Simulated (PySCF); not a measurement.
**C2H6Cd, SMILES `C[Cd]C`: what the electrons do**

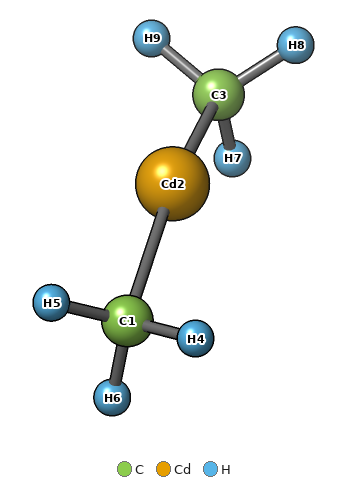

The molecule, with its atoms numbered as below. No frequency check shows the geometry to be a minimum.

Geometry (Å), atoms numbered from 1:

```
C1      -2.1820   -0.2591   -0.0002
Cd2     -0.0000    0.1079   -0.0000
C3       2.1821   -0.2591    0.0002
H4      -2.6390    0.0127    0.9512
H5      -2.7031    0.2817   -0.7890
H6      -2.3435   -1.3283   -0.1595
H7       2.3413   -1.3345    0.1142
H8       2.6944    0.2462    0.8179
H9       2.6496    0.0541   -0.9330
```

Part 1: Bonding charge

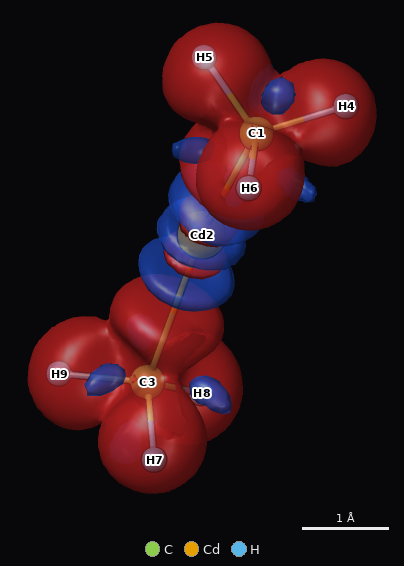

Deformation density (molecule less spherical, spin-averaged free atoms at the same positions), surfaces at ±0.05 e/Å³; red: gain, blue: loss.

Method: ωB97X/def2-SVP; geometry: GFN2-xTB; program: PySCF. Core potentials replace the inner electrons of Cd; spin–orbit coupling isn't included.

> Describe the bonding that the map shows.

C1–H5 and C3–H8: +0.65 e/Å³ at the bond critical point (bond length 1.09 Å, Mayer order 1.0). C3–H9 and C1–H4: +0.65 e/Å³ at the bond critical point (bond length 1.09 Å, Mayer order 1.0). C1–H6 and C3–H7: +0.64 e/Å³ at the bond critical point (bond length 1.09 Å, Mayer order 1.0). C1–Cd2 and Cd2–C3: +0.10 e/Å³ at the bond critical point (bond length 2.21 Å, Mayer order 0.9). In all, 1.8 electrons gather in the regions of gain relative to the promolecule. A small or negative value marks a very polar bond, one between electron-rich atoms, whose free-atom densities already overlap strongly, a long bond to a heavier atom, or a closed-shell contact such as a hydrogen bond.

> Where do the Hirshfeld charges lie?

The highest Hirshfeld charge is on Cd2 (+0.48 e), the lowest on C1 and C3 (−0.28 e).

```csv
atom,charge (e)
C1,−0.28
Cd2,+0.48
C3,−0.28
H4,+0.01
H5,+0.01
H6,+0.02
H7,+0.02
H8,+0.01
H9,+0.01
```

Part 2: Bond critical points

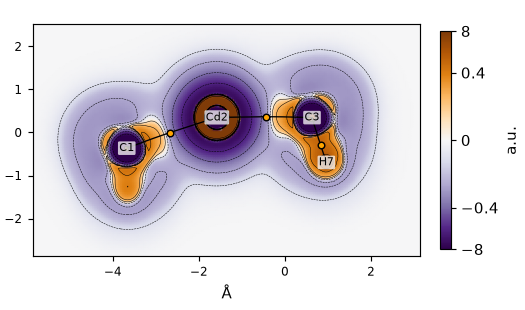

Negative Laplacian of the density (−∇²ρ) in the plane of C1, Cd2, C3 and H7 (orange positive, purple negative, colour scale in a.u., logarithmic beyond ±0.04), with bond paths and bond critical points (dots).

> At which bond critical points in this plane is charge locally concentrated, and at which depleted?

Concentrated (∇²ρ < 0): C3–H7 (−0.94 a.u.). Depleted (∇²ρ > 0): C1–Cd2 and Cd2–C3 (+0.14 a.u., H = −0.029). A positive Laplacian with negative H is typical of metal–ligand bonds.

> Where along C3–H7 does the critical point lie?

0.68 Å from C3 and 0.42 Å from H7.

Part 3: Local ionisation energy

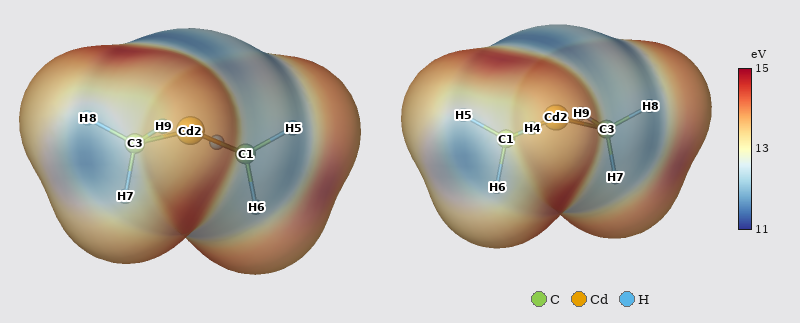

Average local ionisation energy on the surface of electron density 0.001 a.u. (back view left, front view right).

> Where are the most loosely bound electrons on this surface?

The lowest value is 11.5 eV, off the Cd2–C3 bond (2.3 to 2.4 Å from its atoms). Further minima include 11.7 eV, near H9 (1.84 Å), H7 (1.87 Å), H8 (1.96 Å) and C3 (1.98 Å). For comparison, the highest occupied orbital lies at −8.9 eV.

Part 4: Excited states

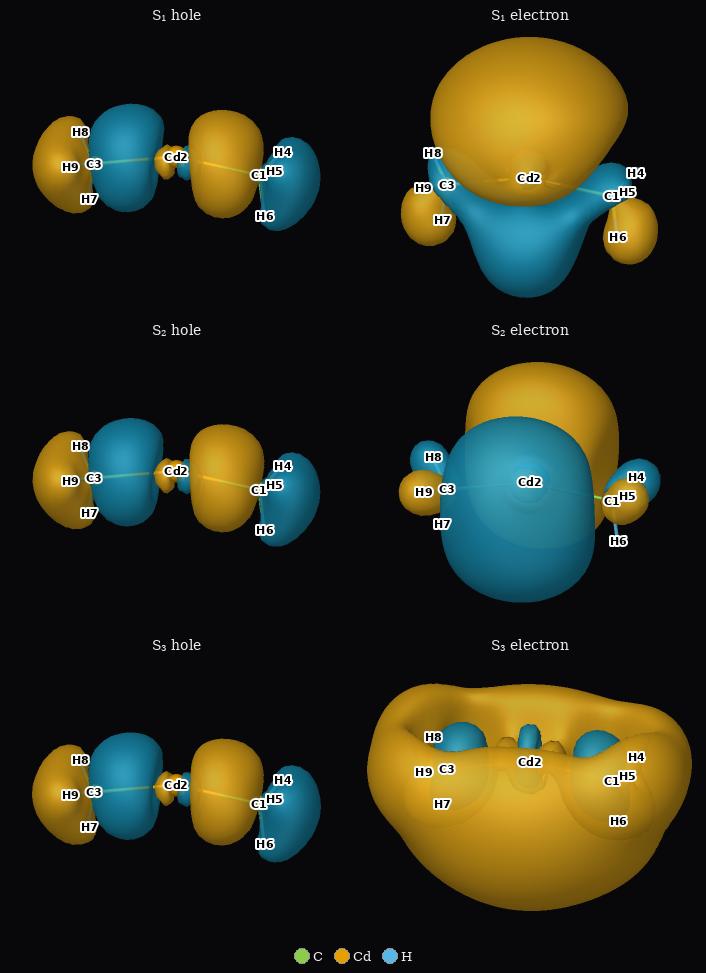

Leading natural transition orbitals (CIS singlet states).

Level of theory: HF/def2-SVP (PySCF), at a geometry from GFN2-xTB. Core potentials replace the inner electrons of Cd; spin–orbit coupling isn't included. Without diffuse functions Rydberg states are missing, so the states' numbers hold for this basis only.

> Give the energy and character of each state.

By state:
- S₁: 5.76 eV (215 nm), f = 0.103 (bright), ligand-to-metal charge transfer; the leading pair carries 98 %; hole on C1 and C3 (30 % each) and Cd2 (23 %), electron on Cd2 (79 %) and C1 and C3 (6 % each); their centroids lie 1.1 Å apart.
- S₂: 5.93 eV (209 nm), f = 0.000 (dark), ligand-to-metal charge transfer; the leading pair carries 100 %; hole on C1 and C3 (30 % each) and Cd2 (23 %), electron on Cd2 (81 %); their centroids lie 0.2 Å apart.
- S₃: 6.84 eV (181 nm), f = 0.504 (bright), ligand-to-metal charge transfer; the leading pair carries 92 %; hole on C1 and C3 (29 % each) and Cd2 (23 %), electron on Cd2 (50 %), C1 and C3 (12 % each) and H6 and H7 (6 % each); their centroids lie 0.8 Å apart.

Part 5: In an electric field

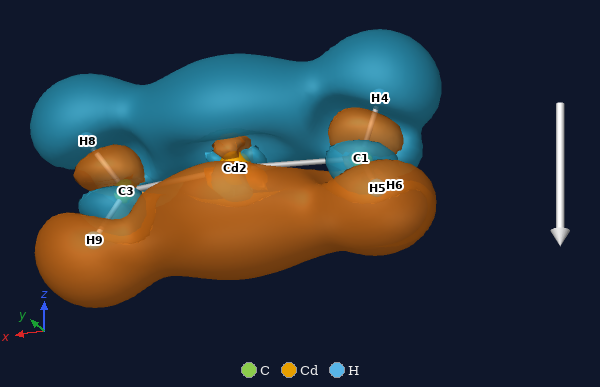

Change of the electron density in a uniform field of 0.41 V/Å along −z (arrow), surfaces at ±0.0015 e/Å³ (light blue: gain, orange: loss).

Level of theory: PBE/def2-SVPD (PySCF), at a geometry from GFN2-xTB. Core potentials replace the inner electrons of Cd; spin–orbit coupling isn't included.

The field was applied in both directions; the picture shows the one opposite to the script's first.

> How large is the response?

The induced dipole is 1.02 D (along the field); α along this axis, from the fields in both directions, is 50 bohr³ (7.4 Å³).

Part 6: Removing or adding an electron

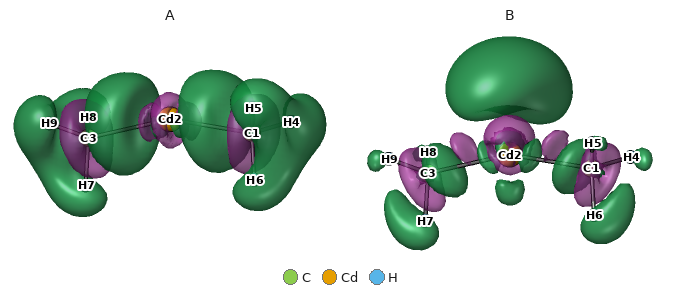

The two Fukui functions at ±0.015 e/Å³ (green positive, purple negative).

PySCF calculation, B3LYP/def2-TZVP, gas phase; geometry: GFN2-xTB. Core potentials replace the inner electrons of Cd; spin–orbit coupling isn't included.

> Which panel is f⁻ (electron removed) and which f⁺ (electron added)?

A is f⁻, B is f⁺. f⁻ (Hirshfeld-condensed) is largest on Cd2 (0.24) and C1 and C3 (0.17 each); the vertical ionisation energy is 8.65 eV (the stability of the cation's solution wasn't checked). f⁺ (Hirshfeld-condensed) is largest on Cd2 (0.53); the vertical electron affinity is −0.80 eV (the stability of the anion's solution wasn't checked; negative, but this basis has no diffuse functions, so it doesn't show that the anion is unbound).

> What chemical potential and hardness follow from the two energies?

μ = −(I + A)/2 = −3.93 eV and η = I − A = 9.44 eV.

Part 7: Localised orbitals

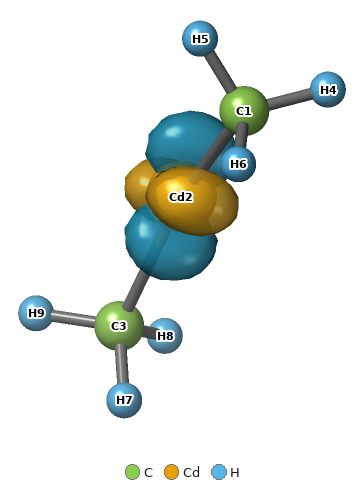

Pipek–Mezey orbitals, occupied; each surface holds about 85 % of the orbital's density. Energies are diagonal elements of the Fock matrix.

Level of theory: ωB97X/def2-SVPD (PySCF), at a geometry from GFN2-xTB. Core potentials replace the inner electrons of Cd; spin–orbit coupling isn't included.

> What does this orbital represent?

D orbital on Cd2 (Cd2 100 %; −16.9 eV).
